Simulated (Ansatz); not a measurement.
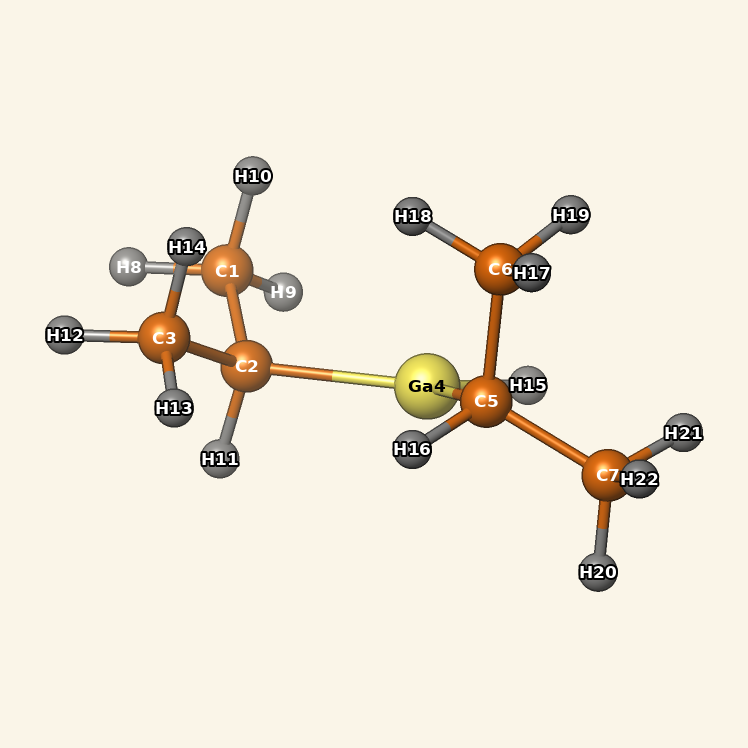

Ga4 lies behind C5. The molecule seen a little off the C5–Ga4 bond, C5 in front. Atoms fade into the background with distance from the viewer. The computed structure is the end point of a PBE0-D4/def2-TZVP optimisation. No frequency run is at hand to confirm it as a minimum.

Question: What is the torsion angle C6–C5–Ga4–C2? The sign is positive where the front bond must turn clockwise to cover the back bond.

Answer: −84°, about perpendicular.
